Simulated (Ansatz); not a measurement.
Saddle-point search, with input and output: Si2NH8F (part 3 of 3)

Continued. System: Si2NH8F. Method: RKS PBE0-D4/def2-SVP (Ansatz 0.2.0). The run did not end well. The settings of this run were made unusual or wrong on purpose.

Geometry of the input (Å):
```
Si -0.6889  -0.2087  -0.9896
Si 0.6020  -1.3985  0.5858
H  -0.5844  -0.9357  -2.2832
H  -2.0958  -0.2465  -0.5085
N  -0.2006  1.4164  -1.2515
H  0.0840  0.8997  1.9671
F  -0.2054  1.7763  1.8497
H  0.5756  -0.7105  1.9250
H  0.1019  -2.7763  0.8452
H  2.0395  -1.4681  0.2066
H  0.5586  1.6070  -1.8852
H  -0.1864  2.0447  -0.4614
```

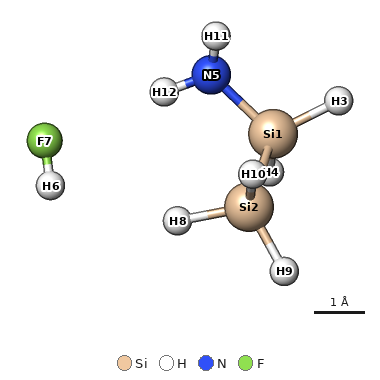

The geometry at step 24 of the log (ball-and-stick view, seen at a tilt; atoms are numbered from 1 in the order of the input).

## Trajectory as extended XYZ, continued
```
12
Properties=species:S:1:pos:R:3:forces:R:3 step=17 energy=-20073.40463
Si   -0.7231   -0.3914   -1.1859   -0.0263   0.0260   0.0516
Si    0.5594   -1.5070    0.4349   -0.0147   0.0114   0.0448
H    -0.6048   -0.9470   -2.5703    0.0655   0.0363   0.0577
H    -2.1478   -0.4994   -0.7414   -0.0277  -0.0084  -0.0265
N    -0.2398    1.2758   -1.1697   -0.0438   0.0649   0.0198
H     0.1125    1.4782    2.5077    0.0184  -0.1359   0.0110
F     0.1575    2.3019    2.0973   -0.0326   0.0295  -0.1732
H     0.3491   -0.6388    1.6495    0.0410  -0.0440   0.0458
H     0.1774   -2.9051    0.8085   -0.0006   0.0006  -0.0066
H     2.0254   -1.4676    0.1340   -0.0049  -0.0017  -0.0116
H     0.5740    1.5630   -1.7025   -0.0014  -0.0317  -0.0069
H    -0.2396    1.7373   -0.2620    0.0271   0.0531  -0.0059
12
Properties=species:S:1:pos:R:3:forces:R:3 step=18 energy=-20073.39287
Si   -0.7252   -0.4010   -1.1965   -0.0247   0.0306   0.0529
Si    0.5566   -1.5136    0.4264   -0.0144   0.0129   0.0456
H    -0.5994   -0.9467   -2.5840    0.0661   0.0340   0.0578
H    -2.1519   -0.5152   -0.7602   -0.0265  -0.0072  -0.0260
N    -0.2444    1.2675   -1.1686   -0.0449   0.0604   0.0209
H     0.1124    1.5186    2.5520    0.0323   0.0859  -0.1004
F     0.1800    2.3338    2.1194   -0.0490  -0.1939  -0.0608
H     0.3425   -0.6400    1.6360    0.0429  -0.0456   0.0492
H     0.1791   -2.9117    0.8051   -0.0018   0.0004  -0.0092
H     2.0226   -1.4707    0.1254   -0.0050  -0.0028  -0.0123
H     0.5711    1.5568   -1.6976   -0.0013  -0.0291  -0.0100
H    -0.2432    1.7222   -0.2574    0.0262   0.0544  -0.0076
12
Properties=species:S:1:pos:R:3:forces:R:3 step=19 energy=-20073.38132
Si   -0.7271   -0.4104   -1.2069   -0.0231   0.0328   0.0553
Si    0.5539   -1.5203    0.4180   -0.0141   0.0152   0.0482
H    -0.5941   -0.9469   -2.5972    0.0664   0.0324   0.0577
H    -2.1558   -0.5305   -0.7786   -0.0255  -0.0058  -0.0257
N    -0.2490    1.2593   -1.1679   -0.0435   0.0582   0.0190
H     0.1120    1.5633    2.5954    0.0103  -0.1237   0.0181
F     0.2016    2.3609    2.1437   -0.0292   0.0160  -0.1766
H     0.3368   -0.6417    1.6231    0.0449  -0.0486   0.0505
H     0.1805   -2.9181    0.8013   -0.0031   0.0001  -0.0120
H     2.0198   -1.4743    0.1165   -0.0049  -0.0040  -0.0132
H     0.5681    1.5508   -1.6936   -0.0031  -0.0275  -0.0119
H    -0.2465    1.7077   -0.2537    0.0248   0.0548  -0.0094
12
Properties=species:S:1:pos:R:3:forces:R:3 step=20 energy=-20073.36983
Si   -0.7288   -0.4195   -1.2169   -0.0217   0.0362   0.0563
Si    0.5514   -1.5270    0.4097   -0.0135   0.0163   0.0487
H    -0.5885   -0.9474   -2.6097    0.0664   0.0300   0.0576
H    -2.1595   -0.5452   -0.7966   -0.0243  -0.0047  -0.0250
N    -0.2535    1.2514   -1.1681   -0.0431   0.0543   0.0173
H     0.1107    1.6051    2.6413    0.0351   0.0823  -0.0995
F     0.2228    2.3912    2.1671   -0.0560  -0.1899  -0.0567
H     0.3321   -0.6443    1.6111    0.0462  -0.0503   0.0531
H     0.1814   -2.9247    0.7970   -0.0042  -0.0003  -0.0144
H     2.0170   -1.4785    0.1072   -0.0049  -0.0050  -0.0136
H     0.5648    1.5449   -1.6909   -0.0041  -0.0255  -0.0138
H    -0.2498    1.6938   -0.2511    0.0240   0.0565  -0.0099
12
Properties=species:S:1:pos:R:3:forces:R:3 step=21 energy=-20073.35870
Si   -0.7305   -0.4284   -1.2267   -0.0203   0.0376   0.0579
Si    0.5491   -1.5337    0.4015   -0.0130   0.0179   0.0506
H    -0.5829   -0.9483   -2.6217    0.0661   0.0283   0.0572
H    -2.1630   -0.5593   -0.8142   -0.0232  -0.0035  -0.0244
N    -0.2579    1.2436   -1.1689   -0.0420   0.0524   0.0157
H     0.1094    1.6511    2.6859    0.0030  -0.1114   0.0245
F     0.2429    2.4172    2.1928   -0.0254   0.0051  -0.1772
H     0.3282   -0.6475    1.5996    0.0474  -0.0524   0.0543
H     0.1821   -2.9313    0.7923   -0.0053  -0.0008  -0.0172
H     2.0144   -1.4833    0.0977   -0.0046  -0.0060  -0.0142
H     0.5613    1.5391   -1.6892   -0.0051  -0.0239  -0.0156
H    -0.2530    1.6805   -0.2492    0.0225   0.0568  -0.0115
12
Properties=species:S:1:pos:R:3:forces:R:3 step=22 energy=-20073.34768
Si   -0.7320   -0.4370   -1.2362   -0.0191   0.0403   0.0584
Si    0.5469   -1.5406    0.3934   -0.0122   0.0187   0.0507
H    -0.5773   -0.9496   -2.6331    0.0656   0.0259   0.0566
H    -2.1663   -0.5730   -0.8313   -0.0221  -0.0026  -0.0236
N    -0.2622    1.2361   -1.1703   -0.0415   0.0488   0.0139
H     0.1072    1.6944    2.7328    0.0381   0.0780  -0.0999
F     0.2628    2.4461    2.2176   -0.0619  -0.1842  -0.0505
H     0.3251   -0.6514    1.5889    0.0481  -0.0529   0.0568
H     0.1825   -2.9380    0.7871   -0.0063  -0.0014  -0.0194
H     2.0119   -1.4885    0.0880   -0.0044  -0.0068  -0.0143
H     0.5577    1.5334   -1.6886   -0.0060  -0.0222  -0.0169
H    -0.2562    1.6678   -0.2483    0.0217   0.0585  -0.0118
12
Properties=species:S:1:pos:R:3:forces:R:3 step=23 energy=-20073.33696
Si   -0.7334   -0.4454   -1.2456   -0.0179   0.0412   0.0596
Si    0.5448   -1.5473    0.3853   -0.0115   0.0198   0.0519
H    -0.5718   -0.9513   -2.6440    0.0650   0.0241   0.0560
H    -2.1693   -0.5862   -0.8480   -0.0211  -0.0017  -0.0229
N    -0.2665    1.2286   -1.1722   -0.0403   0.0473   0.0125
H     0.1053    1.7414    2.7780   -0.0029  -0.1007   0.0282
F     0.2817    2.4710    2.2450   -0.0220  -0.0044  -0.1755
H     0.3226   -0.6558    1.5787    0.0486  -0.0542   0.0579
H     0.1826   -2.9446    0.7815   -0.0073  -0.0020  -0.0217
H     2.0094   -1.4941    0.0783   -0.0041  -0.0075  -0.0145
H     0.5539    1.5278   -1.6887   -0.0068  -0.0208  -0.0185
H    -0.2592    1.6557   -0.2482    0.0202   0.0589  -0.0131
12
Properties=species:S:1:pos:R:3:forces:R:3 step=24 energy=-20073.32635
Si   -0.7347   -0.4537   -1.2547   -0.0168   0.0432   0.0599
Si    0.5429   -1.5542    0.3774   -0.0106   0.0203   0.0519
H    -0.5663   -0.9534   -2.6545    0.0642   0.0220   0.0553
H    -2.1722   -0.5990   -0.8644   -0.0202  -0.0010  -0.0219
N    -0.2707    1.2213   -1.1748   -0.0397   0.0443   0.0109
H     0.1026    1.7859    2.8253    0.0413   0.0732  -0.1008
F     0.3006    2.4986    2.2714   -0.0672  -0.1770  -0.0440
H     0.3206   -0.6607    1.5691    0.0489  -0.0556   0.0592
H     0.1825   -2.9514    0.7754   -0.0081  -0.0026  -0.0235
H     2.0071   -1.5000    0.0684   -0.0039  -0.0081  -0.0144
H     0.5500    1.5223   -1.6898   -0.0075  -0.0193  -0.0193
H    -0.2624    1.6440   -0.2488    0.0195   0.0605  -0.0133
12
Properties=species:S:1:pos:R:3:forces:R:3 step=25 energy=-20073.31617
Si   -0.7359   -0.4618   -1.2637   -0.0158   0.0438   0.0607
Si    0.5411   -1.5611    0.3695   -0.0099   0.0210   0.0527
H    -0.5608   -0.9558   -2.6647    0.0634   0.0205   0.0545
H    -2.1748   -0.6114   -0.8803   -0.0192  -0.0002  -0.0211
N    -0.2748    1.2142   -1.1777   -0.0384   0.0428   0.0097
H     0.1004    1.8340    2.8707   -0.0079  -0.0892   0.0318
F     0.3182    2.5227    2.3004   -0.0188  -0.0124  -0.1734
H     0.3191   -0.6663    1.5599    0.0492  -0.0569   0.0598
H     0.1822   -2.9583    0.7690   -0.0088  -0.0033  -0.0256
H     2.0049   -1.5063    0.0585   -0.0036  -0.0086  -0.0144
H     0.5460    1.5170   -1.6914   -0.0081  -0.0181  -0.0205
H    -0.2654    1.6329   -0.2500    0.0180   0.0608  -0.0143
12
Properties=species:S:1:pos:R:3:forces:R:3 step=26 energy=-20073.30614
Si   -0.7370   -0.4697   -1.2725   -0.0148   0.0456   0.0608
Si    0.5394   -1.5682    0.3616   -0.0090   0.0212   0.0525
H    -0.5554   -0.9585   -2.6744    0.0624   0.0186   0.0536
H    -2.1772   -0.6235   -0.8958   -0.0183   0.0003  -0.0202
N    -0.2789    1.2072   -1.1811   -0.0377   0.0398   0.0085
H     0.0973    1.8799    2.9180    0.0446   0.0687  -0.1016
F     0.3361    2.5495    2.3281   -0.0720  -0.1687  -0.0375
H     0.3179   -0.6725    1.5511    0.0491  -0.0575   0.0610
H     0.1817   -2.9654    0.7620   -0.0095  -0.0040  -0.0274
H     2.0028   -1.5130    0.0485   -0.0034  -0.0091  -0.0141
H     0.5420    1.5118   -1.6938   -0.0087  -0.0168  -0.0210
H    -0.2686    1.6222   -0.2518    0.0172   0.0621  -0.0145
12
Properties=species:S:1:pos:R:3:forces:R:3 step=27 energy=-20073.29650
Si   -0.7380   -0.4775   -1.2811   -0.0139   0.0462   0.0611
Si    0.5379   -1.5754    0.3537   -0.0082   0.0215   0.0529
H    -0.5501   -0.9614   -2.6839    0.0614   0.0173   0.0526
H    -2.1795   -0.6353   -0.9108   -0.0175   0.0008  -0.0193
N    -0.2829    1.2003   -1.1847   -0.0364   0.0382   0.0076
H     0.0950    1.9291    2.9631   -0.0115  -0.0785   0.0338
F     0.3526    2.5732    2.3584   -0.0162  -0.0193  -0.1698
H     0.3171   -0.6793    1.5427    0.0489  -0.0583   0.0615
H     0.1811   -2.9727    0.7546   -0.0101  -0.0048  -0.0292
H     2.0008   -1.5199    0.0385   -0.0031  -0.0095  -0.0140
H     0.5379    1.5067   -1.6965   -0.0091  -0.0158  -0.0219
H    -0.2717    1.6120   -0.2540    0.0157   0.0622  -0.0153
12
Properties=species:S:1:pos:R:3:forces:R:3 step=28 energy=-20073.28702
Si   -0.7389   -0.4852   -1.2896   -0.0129   0.0476   0.0609
Si    0.5364   -1.5827    0.3458   -0.0074   0.0215   0.0525
H    -0.5449   -0.9646   -2.6930    0.0603   0.0157   0.0517
H    -2.1816   -0.6468   -0.9255   -0.0166   0.0012  -0.0184
N    -0.2868    1.1935   -1.1887   -0.0357   0.0353   0.0064
H     0.0918    1.9763    3.0101    0.0481   0.0636  -0.1022
F     0.3696    2.5993    2.3874   -0.0761  -0.1588  -0.0308
H     0.3165   -0.6866    1.5347    0.0486  -0.0591   0.0620
H     0.1803   -2.9802    0.7468   -0.0106  -0.0055  -0.0307
H     1.9989   -1.5272    0.0286   -0.0029  -0.0098  -0.0136
H     0.5337    1.5017   -1.6998   -0.0096  -0.0147  -0.0221
H    -0.2749    1.6022   -0.2567    0.0150   0.0631  -0.0157
12
Properties=species:S:1:pos:R:3:forces:R:3 step=29 energy=-20073.27801
Si   -0.7397   -0.4927   -1.2980   -0.0122   0.0481   0.0610
Si    0.5350   -1.5902    0.3378   -0.0067   0.0215   0.0526
H    -0.5398   -0.9679   -2.7019    0.0591   0.0145   0.0506
H    -2.1835   -0.6581   -0.9398   -0.0158   0.0016  -0.0176
N    -0.2907    1.1868   -1.1929   -0.0344   0.0336   0.0054
H     0.0896    2.0266    3.0546   -0.0144  -0.0681   0.0357
F     0.3850    2.6229    2.4191   -0.0136  -0.0236  -0.1646
H     0.3162   -0.6945    1.5270    0.0482  -0.0601   0.0620
H     0.1794   -2.9879    0.7385   -0.0111  -0.0063  -0.0324
H     1.9972   -1.5347    0.0187   -0.0026  -0.0101  -0.0134
H     0.5296    1.4968   -1.7034   -0.0100  -0.0139  -0.0228
H    -0.2781    1.5928   -0.2598    0.0134   0.0630  -0.0165
12
Properties=species:S:1:pos:R:3:forces:R:3 step=30 energy=-20073.26925
Si   -0.7405   -0.5002   -1.3062   -0.0113   0.0492   0.0605
Si    0.5337   -1.5979    0.3299   -0.0059   0.0213   0.0521
H    -0.5348   -0.9715   -2.7106    0.0578   0.0130   0.0495
H    -2.1852   -0.6691   -0.9537   -0.0150   0.0017  -0.0167
N    -0.2945    1.1803   -1.1973   -0.0336   0.0306   0.0042
H     0.0866    2.0750    3.1010    0.0512   0.0583  -0.1017
F     0.4010    2.6488    2.4494   -0.0790  -0.1465  -0.0232
H     0.3160   -0.7031    1.5197    0.0476  -0.0607   0.0621
H     0.1784   -2.9958    0.7298   -0.0115  -0.0071  -0.0338
H     1.9955   -1.5425    0.0089   -0.0024  -0.0104  -0.0131
H     0.5254    1.4920   -1.7074   -0.0103  -0.0130  -0.0229
H    -0.2815    1.5837   -0.2633    0.0125   0.0636  -0.0169
```

## What the run reported

```tsv
quantity	value
outcome	not converged
wall time	1.7 min (CPU time 6.3 min)
peak memory	0.57 GiB
```

This input holds a deliberate fault: start at a minimum. The run did not converge: “the saddle search did not converge after 30 steps: max|allowed force component| = 1.47e-1 eV/Å (threshold 5.0e-2). At the last step the curvature along the mode is +0.063 eV/Å² (extrapolated from the last rotation, not read by a force call), not resolved as negative, so the search is still climbing. That curvature's residual is 3.07e-1 eV/Å² …” Its last values are not results.
